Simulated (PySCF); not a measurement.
**One shape, several levels: CH6BN (SMILES CBN)**

Wanted: a comparison of 5 runs (HF/3-21G, HF/def2-SVP, TPSSh/3-21G, B3LYP/6-31G*) of CH6BN. 

The results are computed with PySCF 2.14.0.

## Step 1: The structure to begin with

CH6BN has 9 atoms, charge 0, and is taken as a singlet. SMILES: `CBN`. The shape is that of a PBE0-D4/def2-TZVP optimisation.

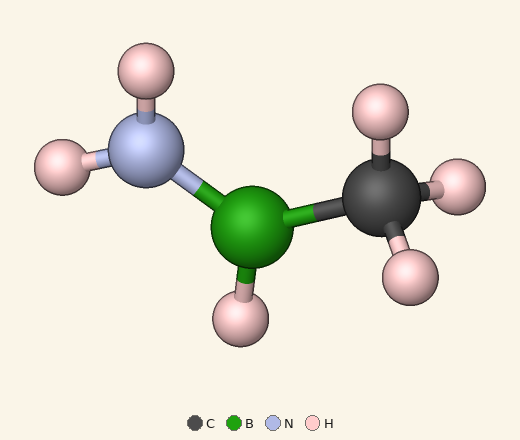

Viewed from a chosen angle; carbon dark grey, boron green, nitrogen light blue, hydrogen pink.

## Step 2: Energy and gradient at HF/3-21G (run 1)

Input file calc.py:

```python
# CBN
from pyscf import gto, scf

system = gto.M(
    atom=[
    ('C', (-0.665300, 0.757700, -0.590300)),
    ('B', (0.459400, -0.282900, -0.256200)),
    ('N', (0.592800, -0.842800, 1.010700)),
    ('H', (-1.291900, 0.390800, -1.410600)),
    ('H', (-0.224600, 1.692200, -0.954300)),
    ('H', (-1.319900, 0.998900, 0.252300)),
    ('H', (1.248800, -0.632800, -1.092800)),
    ('H', (1.306200, -1.511000, 1.244900)),
    ('H', (-0.016800, -0.616400, 1.779200)),
],
    verbose=3,
    max_memory=1860,
    basis='3-21g',
    spin=0,
)

mf = scf.RHF(system)
mf.conv_tol = 1e-10
mf.kernel()
if not mf.converged:
    mf = mf.newton().run(mf.mo_coeff, mf.mo_occ)

e_final = mf.e_tot
print('Final energy', e_final)
grad = mf.nuc_grad_method().kernel()
mf.analyze()
```

Run with:

```sh
$ OMP_NUM_THREADS=1 python calc.py
```

Standard output:

```text
converged SCF energy = -119.882290968513
[... 13 lines left out ...]
MO #4   energy= -1.14754650846465  occ= 2
[... 6 lines left out ...]
MO #11  energy= -0.44040934088283  occ= 2
[... 6 lines left out ...]
MO #18  energy= 0.36066965141145   occ= 0
[... 6 lines left out ...]
MO #25  energy= 0.98216116689805   occ= 0
[... 6 lines left out ...]
MO #32  energy= 1.38216467889568   occ= 0
[... 6 lines left out ...]
MO #39  energy= 2.7567404162793    occ= 0
[... 10 lines left out ...]
Dipole moment(X, Y, Z, Debye): -0.01690, -0.56249,  1.61691
```

Run time: 0.94 s. Hardware: 1 thread of Intel Xeon Platinum 8488C (Sapphire Rapids), shared host; peak memory 0.12 GiB.

## Step 3: Energy and forces at HF/def2-SVP (run 2)

Input file input.py:

```python
from pyscf import gto

mol = gto.Mole()
mol.atom = '''
C       -0.665300       0.757700      -0.590300
B        0.459400      -0.282900      -0.256200
N        0.592800      -0.842800       1.010700
H       -1.291900       0.390800      -1.410600
H       -0.224600       1.692200      -0.954300
H       -1.319900       0.998900       0.252300
H        1.248800      -0.632800      -1.092800
H        1.306200      -1.511000       1.244900
H       -0.016800      -0.616400       1.779200
'''
mol.verbose = 4
mol.basis = 'def2-svp'
mol.max_memory = 1860
mol.charge = 0
mol.build()

myscf = mol.RHF()
myscf.conv_tol = 1e-10
myscf.kernel()
if not myscf.converged:
    myscf = myscf.newton().run(myscf.mo_coeff, myscf.mo_occ)

e_tot = myscf.e_tot
print('E(%s) = %.9f' % ('HF', e_tot))
grad = myscf.nuc_grad_method().kernel()
dip = myscf.dip_moment()
pop, q = myscf.mulliken_pop()
```

Run with:

```sh
$ OMP_NUM_THREADS=1 python input.py
```

Standard output:

```text
PySCF version 2.14.0

[... 63 lines left out ...]
converged SCF energy = -120.458002268546
[... 12 lines left out ...]
Dipole moment(X, Y, Z, Debye): -0.04050, -0.50035,  1.49779
[... 82 lines left out ...]
charge of    8H =      0.13524
```

Run time: 2.7 s. Hardware: 1 thread of Intel Xeon Platinum 8488C (Sapphire Rapids), shared host; peak memory 0.14 GiB.

Runs 3 to 4 aren't shown in full; the table further down has their settings and results.

## Step 4: Energy and gradient at B3LYP/6-31G(d) (Cartesian functions) (run 5)

Input file run.py:

```python
from pyscf import gto, dft

system = gto.M(
    atom=[
    ('C', (-0.665300, 0.757700, -0.590300)),
    ('B', (0.459400, -0.282900, -0.256200)),
    ('N', (0.592800, -0.842800, 1.010700)),
    ('H', (-1.291900, 0.390800, -1.410600)),
    ('H', (-0.224600, 1.692200, -0.954300)),
    ('H', (-1.319900, 0.998900, 0.252300)),
    ('H', (1.248800, -0.632800, -1.092800)),
    ('H', (1.306200, -1.511000, 1.244900)),
    ('H', (-0.016800, -0.616400, 1.779200)),
],
    verbose=4,
    charge=0,
    basis='6-31g*',
    max_memory=1860,
    cart=True,
)

ks = dft.RKS(system)
ks.xc = 'b3lyp'
ks.grids.level = 5
ks.conv_tol = 1e-10
ks.kernel()
if not ks.converged:
    ks = ks.newton().run(ks.mo_coeff, ks.mo_occ)

e_tot = ks.e_tot
print(f'total energy: {e_tot:.8f} hartree')
grad = ks.nuc_grad_method().kernel()
dip = ks.dip_moment()
pop, q = ks.mulliken_pop()
```

Run with:

```sh
$ OMP_NUM_THREADS=1 python run.py
```

Standard output:

```text
PySCF version 2.14.0

[... 76 lines left out ...]
converged SCF energy = -121.368519560814
total energy: -121.36851956 hartree
[... 12 lines left out ...]
Dipole moment(X, Y, Z, Debye): -0.05074, -0.53701,  1.62348
[... 67 lines left out ...]
charge of    8H =      0.31480
```

It took 11 s on 1 thread of Intel Xeon Platinum 8488C (Sapphire Rapids), shared host; peak memory 0.58 GiB.

## Step 5: Overview of the runs

```
run                               level  integration grid  Cartesian functions  energy (Eh)  dipole moment (D)  HOMO energy (eV)  LUMO energy (eV)  wall time
  1                            HF/3-21G                 –                   no  -119.882291               1.71            -11.49              5.35     0.94 s
  2                         HF/def2-SVP                 –                   no  -120.458002               1.58            -11.63              4.84      2.7 s
  3                         TPSSh/3-21G                 5                   no  -120.717362               1.99             -7.18              1.08       11 s
  4  B3LYP/6-31G* (spherical functions)                 5                   no  -121.366352               1.72             -7.66              1.21       10 s
  5  B3LYP/6-31G* (Cartesian functions)                 5                  yes  -121.368520               1.71             -7.66              1.21       11 s
```

## Step 6: Summary of results

| quantity | value |
| --- | --- |
| run 5: total energy | -121.36852 Eh |
| run 5: dipole moment | 1.71 D |
| run 5: HOMO energy | -7.66 eV |
| run 5: LUMO energy | 1.21 eV |
| run 5: HOMO–LUMO gap | 8.88 eV |
| run 5: largest force on an atom | 0.259 eV/Å |

**Reading.** The dipole moment (its size) runs from 1.58 D (HF/def2-SVP) to 1.99 D (TPSSh/3-21G). The two ends differ in method and basis. The HOMO–LUMO gap runs from 8.26 eV (TPSSh/3-21G) to 16.84 eV (HF/3-21G). Exact exchange widens orbital gaps. Totals of different functionals can't be ranked against each other. All runs together took 35 s, the longest 11 s.
